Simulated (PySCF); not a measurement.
# C4H4F2Ge: the cost of one run

Programs: PySCF 2.14.0, with density-fitted response routines of our own. Each step states its level of theory. These are calculated values for one molecule, in the gas phase or a continuum, unless marked as measured. Atoms count from 0, in the outputs and in this text.

## 1. Starting geometry

11 atoms, charge 0, multiplicity 1; geometry from: GFN2-xTB. The atoms were then displaced at random by about 0.01 Å, so the start is not that level's minimum.

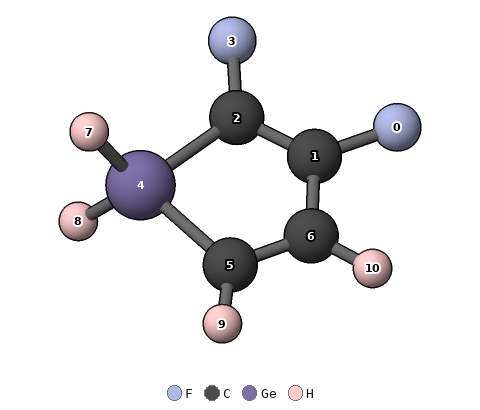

As it starts; fluorine light blue, carbon dark grey, germanium purple, hydrogen pink, atoms numbered.

## 2. Optimising the geometry at PBE0-D3(BJ)/def2-SVP

What the job is given:

```
{"job": {"xc": "PBE0", "basis": "def2-SVP", "d3": "d3bj", "grid": 1, "shake": 0.01, "kind": "geom"}, "charge": 0, "multiplicity": 1}
F      2.524420    -0.920150     0.005600
C      1.248960    -0.405550    -0.011640
C      0.915840     0.876690    -0.239260
F      1.867130     1.848480    -0.477210
Ge    -1.012950     1.065850    -0.149010
C     -1.086810    -0.838210     0.227300
C      0.171490    -1.333340     0.239830
H     -1.438060     1.986860     0.959150
H     -1.613240     1.530140    -1.412220
H     -1.946130    -1.467690     0.414870
H      0.407460    -2.368910     0.426920
```

Started as:

```bash
> OMP_NUM_THREADS=1 python probes_run.py task.json out
```

This one command runs all jobs of the session in turn.

Q: Estimate the wall time and peak memory of this first job on 1 thread of Arm Neoverse V1, shared host.

About 74 s, with a peak of 0.53 GiB.
